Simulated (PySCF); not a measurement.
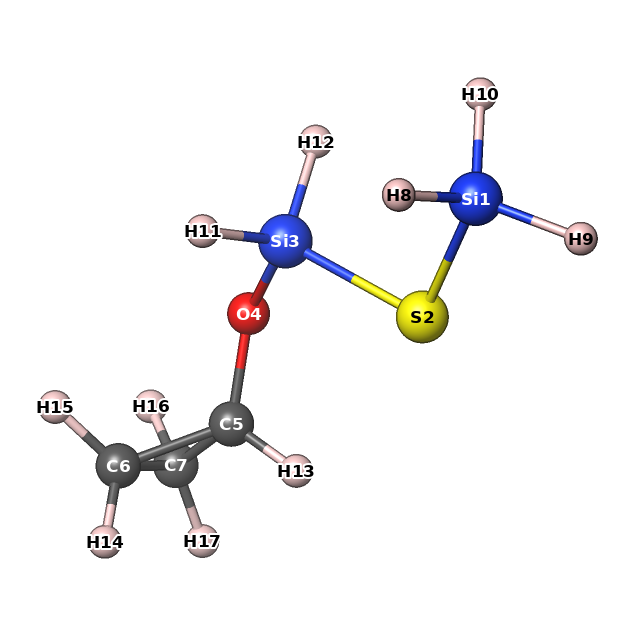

The geometry was computed by an optimisation with GFN2-xTB. No frequency run is at hand to confirm it as a minimum. Electric field gradients from the ground-state density, PBE0/pcSseg-1 (PySCF 2.14.0), non-relativistic apart from any core potentials.

Give the largest field-gradient component, the quadrupole coupling constant and the asymmetry for 33S at S2 (Q = −67.81 mb), 17O at O4 (Q = −25.6 mb), 2H at H8 (Q = 2.86 mb), 2H at H9 (Q = 2.86 mb), 2H at H10 (Q = 2.86 mb), 2H at H11 (Q = 2.86 mb).

| atom | V_zz (a.u.) | e²qQ/h (MHz) | η |
| --- | --- | --- | --- |
| S2 | −1.657 | 26.4 | 0.65 |
| O4 | 1.676 | −10.08 | 0.36 |
| H8 | 0.165 | 0.111 | 0.01 |
| H9 | 0.169 | 0.114 | 0.02 |
| H10 | 0.164 | 0.111 | 0.03 |
| H11 | 0.161 | 0.108 | 0.03 |

The geometry is semi-empirical. Around Si such bond lengths and angles can be off by a tenth of an ångström or more and by several degrees, and values that hang on the shape move with them.
